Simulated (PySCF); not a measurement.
# C2H5BO2Si: electronic excitations and core binding energies

What electronic excitations and core binding energies should C2H5BO2Si (`C#C[SiH2]B(O)O`) show?

The runs use PySCF 2.14.0, with density-fitted response routines of our own; the level of theory stands in each step. All values are computed, except where a source is named. Atoms count from 0, in the outputs and in this text.

### Step 1. Starting geometry

11 atoms, charge 0, multiplicity 1; geometry from: GFN2-xTB.

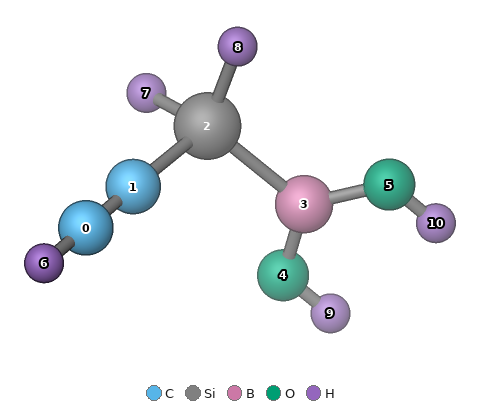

The starting geometry (carbon blue, silicon grey, boron pink, oxygen teal, hydrogen purple), atoms numbered.

### Step 2. Ultraviolet spectrum: PBE0/def2-SVPD

Job settings and geometry (Å):

```
{"job": {"kind": "uv", "xc": "PBE0", "basis": "def2-SVPD", "nstates": 8, "ntriplets": 3}, "charge": 0, "multiplicity": 1}
C      2.728955     0.833336    -0.699848
C      1.873053     0.362402     0.002162
Si     0.517384    -0.373155     1.042274
B     -1.231274    -0.204037     0.145311
O     -1.446614    -0.884753    -1.005580
O     -2.178496     0.586234     0.707010
H      3.486094     1.244371    -1.305572
H      0.961782    -1.761343     1.284021
H      0.617734     0.321307     2.339984
H     -2.297957    -0.789838    -1.440894
H     -3.025238     0.668147     0.259960
```

Method: TDDFT PBE0/def2-SVPD, vertical, gas phase, core orbitals frozen in the response.

On the command line:

```
$ OMP_NUM_THREADS=1 python probes_run.py task.json out
```

This one command runs all jobs of the session in turn.

**Question.** This job is followed by: delta-SCF UKS SCAN, pcX-2 on the ionised atom, pcseg-1 elsewhere, spin-free X2C. What will the session give for the following? lowest singlet (PBE0/def2-SVPD); brightest single state of those computed; lowest triplet; C1s binding energies, SCAN/pcX-2 (standing for 1 of 2 atoms); Si1s binding energies, SCAN/pcX-2; Si2p binding energies, SCAN/pcX-2; B1s binding energies, SCAN/pcX-2; O1s binding energies, SCAN/pcX-2.

The runs gave:

| quantity | value |
| --- | --- |
| lowest singlet (PBE0/def2-SVPD) | 5.96 eV (208 nm), f = 0.003 |
| brightest single state of those computed | state 4, 6.59 eV, f = 0.028 |
| lowest triplet | 4.94 eV |
| C1s binding energies, SCAN/pcX-2 (standing for 1 of 2 atoms) | C0 289.95 eV |
| Si1s binding energies, SCAN/pcX-2 | Si2 1846.24 eV |
| Si2p binding energies, SCAN/pcX-2 | Si2 106.69 eV |
| B1s binding energies, SCAN/pcX-2 | B3 197.35 eV |
| O1s binding energies, SCAN/pcX-2 | O4 539.45 eV |

**Reading.** The first singlet state (HOMO−1→LUMO 0.58, HOMO→LUMO 0.17) lies at 5.96 eV and is weak; of the 8 states computed, the strongest absorption comes from state 4 at 6.59 eV. The lowest triplet lies 1.03 eV below the lowest singlet (triplets in Tamm-Dancoff, singlets in full TDDFT).
